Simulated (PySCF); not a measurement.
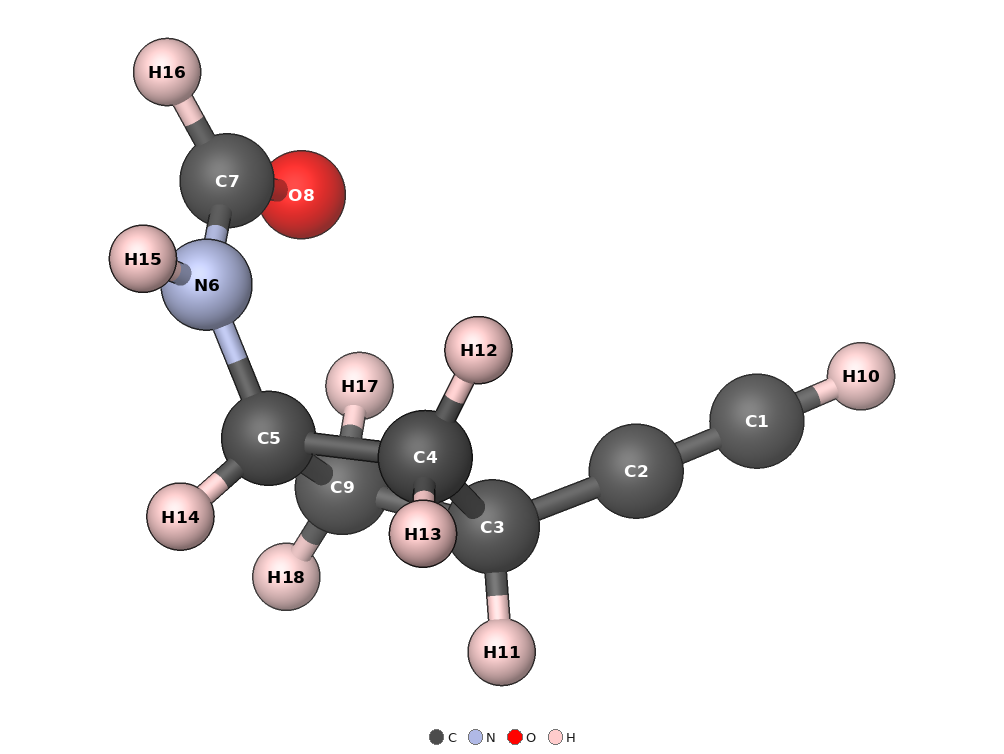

The species has charge +1 and is a spin doublet. The computed structure is the end point of a GFN2-xTB optimisation. No frequency run is at hand to confirm it as a minimum. Level of theory: UKS B3LYP, pcH-1 on C H N O, non-relativistic (PySCF 2.14.0). Fermi-contact and spin-dipolar terms alone, no spin-orbit part.

Which nucleus has the largest dipolar (anisotropic) hyperfine coupling?

17O at O8: principal values −134.1, 63.4, 70.7 MHz.

List the isotropic and dipolar parts for the most strongly coupled nuclei, one of each equivalent set.

```csv
atom,isotope,a_iso (MHz),dipolar part (MHz)
O8,17O,−32.6,"−134.1, 63.4, 70.7"
C9,13C,−3.9,"−18.1, −16.8, 34.9"
C1,13C,9.7,"−17.3, −16.7, 34.0"
H17,1H,110.1,"−16.2, −8.9, 25.1"
C2,13C,−2.9,"−10.9, −5.3, 16.2"
C3,13C,−6.0,"−8.7, −6.9, 15.7"
H10,1H,−16.0,"−8.4, −1.7, 10.1"
H18,1H,−7.0,"−8.1, −1.5, 9.6"
```
